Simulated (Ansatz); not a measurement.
# LiMn2: relaxing a made-up structure, part 2 of 2

Starting from a made-up structure for LiMn2, the aim is the relaxed cell, its shortest contacts and, where a second run follows, its electronic structure.

Ansatz 0.2.0; DFT, PBEsol, plane-wave PAW, files of the set soft_1, scalar-relativistic, ferromagnetic start, cell and ions relaxed at zero pressure; PAW set soft_1 (the session's first sound run).

So far: The starting structure; Relaxation of the guess. The relaxed cell has a = 6.546 Å (conventional setting).

## 3. Electronic structure of the relaxed cell

A second self-consistent run takes a narrower smearing and the mesh shown in its input; the bands follow along the standard path of the relaxed lattice.

This step: DFT, PBEsol, plane-wave PAW, files of the set soft_1, scalar-relativistic, no spin, bands and density of states at the relaxed cell; PAW set soft_1 (Ansatz 0.2.0).

input.yaml reads:

```yaml
crystal:
  lattice:
    - [0.0, 3.2731661035, 3.2731661035]
    - [3.2731661035, 0.0, 3.2731661035]
    - [3.2731661035, 3.2731661035, 0.0]
  atoms:
    - { symbol: Mn, position: [0.625, 0.125, 0.625] }
    - { symbol: Mn, position: [0.625, 0.625, 0.125] }
    - { symbol: Mn, position: [0.125, 0.625, 0.625] }
    - { symbol: Mn, position: [0.625, 0.625, 0.625] }
    - { symbol: Li, position: [0.25, 0.25, 0.25] }
    - { symbol: Li, position: [0.0, 0.0, 0.0] }
kpoints:
  mp_grid: { grid: [8, 8, 8] }
  band_path:
    path:
      - [[0.0, 0.0, 0.0], [0.5, 0.0, 0.5], [0.5, 0.25, 0.75], [0.375, 0.375, 0.75], [0.0, 0.0, 0.0], [0.5, 0.5, 0.5], [0.625, 0.25, 0.625], [0.5, 0.25, 0.75], [0.5, 0.5, 0.5], [0.375, 0.375, 0.75]]
      - [[0.625, 0.25, 0.625], [0.5, 0.0, 0.5]]
    npoints: 8
scf:
  occupations: { method: fermi_dirac, width: 0.03 }
  n_extra_bands: 10
hamiltonian:
  xc: pbesol
  pseudopotentials: { kind: paw, azcp: { folder: soft_1 }, xc_functional: pbe }
output:
  forces: true
  stress: true
  write_bands: true
  dos: { projected: true }
  write_density: true
  write_potential: true
  elf: true
  volumetric_format: npy
```

Command:

```sh
ansatz run input.yaml --threads 4 --pin off --max-ram 10240MiB --backend cpu --events-out ev --progress --plain --runs-dir out
```

Numbers of over 12 decimals in the logs are rounded to 6 here.

The log of the run:

```text
[...]
Crystal: 6 atoms, lattice volume = 70.135 Å³
Basis set: ecut = 420 eV, 1363 PW (Γ), exchange–correlation on 64×64×64 points (8 copies of the dense FFT grid, shifted against one another)
Bands: 43, of which v1, the nominal top of the filled ones, is band 33 counted from 1 (32 counted from 0)
Symmetry: 48 space group operations
[...]
k-points: 29 of 512
[...]
SCF iter   1: F=—  HF=-15878.908085 eV  |F-HF|=—  |Δ(HF+E_count)|=         —  Δρ=7.94e-2  dr2=2.96e0  ethr=3.10e-3  ⟨swp⟩=4.8  Hψ=3854  notcnv=0
[...]
SCF iter   9: F=-15878.107867 eV  HF=-15878.107867 eV  |F-HF|=7.27e-9  |Δ(HF+E_count)|=   1.35e-7  Δρ=7.45e-6  dr2=3.94e-8  ethr=1.52e-10  ⟨swp⟩=9.9  Hψ=7476  notcnv=0
SCF 1 converged in 9 iterations: F = -15878.107867 eV  dr2 = 3.94e-8
[...]
NSCF: frozen V_eff on 82 k-points
SCF converged after 9 iterations
Free energy (F): -15878.107867 eV
[...]
Internal energy: -15878.084887 eV  (E = F + TS)
E sigma→0 (E₀):  -15878.096377 eV
Entropy (-TS):   -0.022980 eV (-3.830 meV/atom)
Fermi energy:    12.726672 eV
[...]
--- Stress (GPa, compression-positive) ---
        0.035122      -0.000000      -0.000000
       -0.000000       0.035122       0.000000
       -0.000000       0.000000       0.035122
  P = ⅓ Tr σ = 0.0351 GPa (0.351 kbar)
--- Band table (eV; the first three rows and the last of 29) ---
  k-point 0: bands = [... 29 lower, 13.4816, 13.4816, 13.5562, 13.5562, 13.5562, 13.6567, 13.6567, 15.1572, ... 6 higher]
  k-point 1: bands = [... 29 lower, 13.2666, 13.2666, 13.4724, 13.4754, 13.4754, 13.5732, 13.5732, 14.5915, ... 6 higher]
  k-point 2: bands = [... 29 lower, 12.6074, 12.6074, 13.2607, 13.2609, 13.2609, 13.4505, 13.5533, 13.5533, ... 6 higher]
  k-point 28: bands = [... 29 lower, 11.5307, 11.5851, 11.5851, 12.4665, 12.4665, 12.7951, 12.7951, 13.3570, ... 6 higher]
```

Wall time 3 s (4 threads of Arm Neoverse V2, shared host); peak memory 0.44 GiB.

Numbers from this step:

```yaml
free_energy: -15878.1079 eV
energy_at_zero_smearing: -15878.0964 eV
smearing_term_ts: 0.02298 eV
fermi_energy: 12.73 eV
pressure: 0.03512 GPa
```

From bands.tsv, the bands that come nearest the Fermi level along the path, at its corners, in eV from the Fermi level:

```
point  band 31  band 32  band 33  band 34  band 35  band 36  band 37  band 38
    Γ     0.75     0.83     0.83     0.83     0.93     0.93     2.43     2.43
    X    -0.80    -0.80    -0.64    -0.64    -0.36    -0.36     0.76     0.76
    W    -1.14    -1.14    -0.26    -0.26     0.07     0.07     0.63     0.63
    K    -0.90    -0.87    -0.38    -0.10     0.05     0.08     0.63     0.70
    Γ     0.75     0.83     0.83     0.83     0.93     0.93     2.43     2.43
    L    -0.97    -0.97    -0.39    -0.39     0.69     0.75     0.75     0.94
    U    -0.90    -0.87    -0.38    -0.10     0.05     0.08     0.63     0.70
    W    -1.14    -1.14    -0.26    -0.26     0.07     0.07     0.63     0.63
    L    -0.97    -0.97    -0.39    -0.39     0.69     0.75     0.75     0.94
    K    -0.90    -0.87    -0.38    -0.10     0.05     0.08     0.63     0.70
    U    -0.90    -0.87    -0.38    -0.10     0.05     0.08     0.63     0.70
    X    -0.80    -0.80    -0.64    -0.64    -0.36    -0.36     0.76     0.76
```

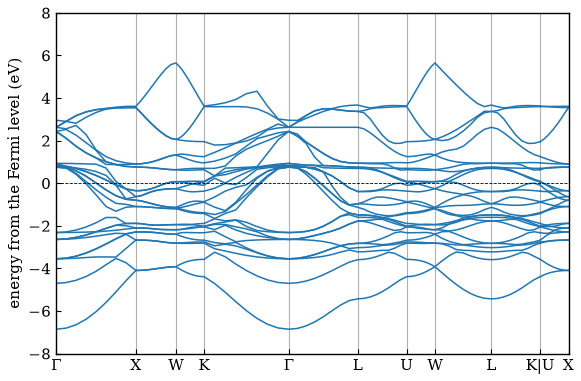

Bands along the path. 18 bands lie wholly below the window drawn.

Counts of states for the cell as run, both spins, by energy window (eV from the Fermi level): Near the top, bands beyond those computed are missing, so counts there can be too low.

| from | to | total |
| --- | --- | --- |
| -8 | -7 | 0.00 |
| -7 | -6 | 0.28 |
| -6 | -5 | 1.00 |
| -5 | -4 | 1.10 |
| -4 | -3 | 4.18 |
| -3 | -2 | 8.96 |
| -2 | -1 | 8.00 |
| -1 | 0 | 6.53 |
| 0 | 1 | 9.45 |
| 1 | 2 | 3.87 |

A further 36.0 states lie below the table's range.

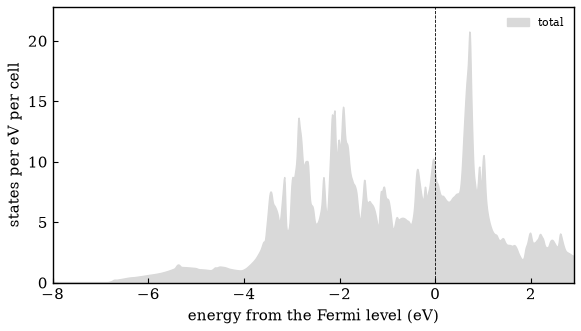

Total density of states, smoothed over about 0.04 eV.

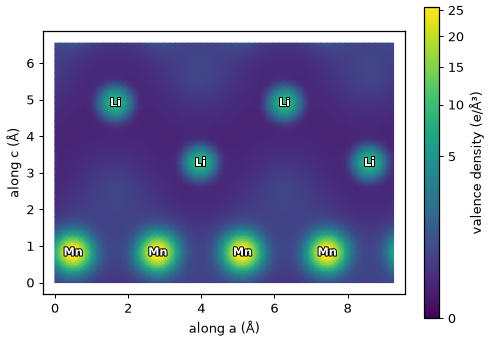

Valence density in the ac plane of a cell with a along [110], b along [-110] and c along [001] of the cube at fractional y = 0.000, with atoms of Mn and Li within 0.2 Å of it. It is the smooth field of the valence electrons, not physical close to the nuclei. The map starts off the cell's origin, so that atoms lie inside it. The colour scale is stretched toward low values.

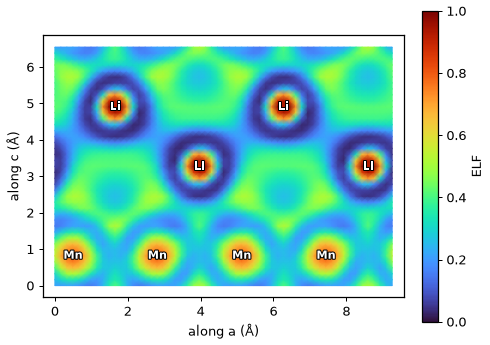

ELF in the ac plane of a cell with a along [110], b along [-110] and c along [001] of the cube at fractional y = 0.000, with atoms of Mn and Li within 0.2 Å of it. It is the smooth field of the valence electrons, not physical close to the nuclei. The map starts off the cell's origin, so that atoms lie inside it.

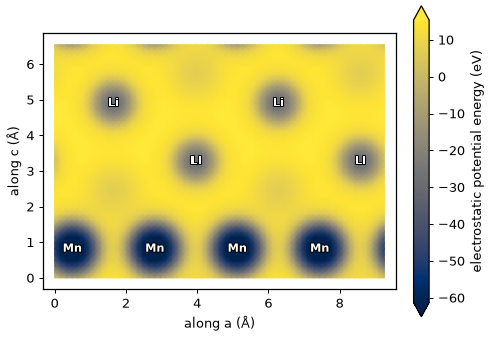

Electrostatic potential energy in the ac plane of a cell with a along [110], b along [-110] and c along [001] of the cube at fractional y = 0.000, with atoms of Mn and Li within 0.2 Å of it. With pseudopotentials it is smooth inside the atoms' cores, unlike the true potential. The map starts off the cell's origin, so that atoms lie inside it.

## 4. Results

```
space group, relaxed : Fd-3m
conventional cell    : a = 6.546, b = 6.546, c = 6.546 Å; α = 90.0°, β = 90.0°, γ = 90.0°
volume per atom      : 11.69 Å³ (guess 12.52)
total moment         : 0.00 μB in the cell of 6 atoms
```

LiMn2 relaxes to Fd-3m with a = 6.546, b = 6.546 and c = 6.546 Å. The guessed volume was 7 % too large. The space group Fd-3m was held in the relaxation, so the end point is a stationary structure within it and may be a saddle against distortions or other arrangements. The moments died out from this one start and weren't seeded again at the relaxed cell. Bands cross the Fermi level, so it is a metal or semimetal at this level. On the 8×8×8 mesh with the narrower smearing (relaxed on 7×7×7) the forces vanish, as symmetry may demand, and the largest stress component is 0.035 GPa, within the relaxation's thresholds of 0.015 eV/Å and 0.05 GPa. The cutoff wasn't tested. No dispersion term is used, so weakly bound directions may come out too long. Nothing here tests whether the compound is stable against decomposition.

[Logs are printed without paths, hosts, clocks, repeated set-up lines and the standing remarks that a program may print on its own settings, such as how far it seeks lower states.]

[Hosts, paths, dates, database ids (printed as entryN), source tags and the programs' standing remarks are cut or masked in the printed files.]
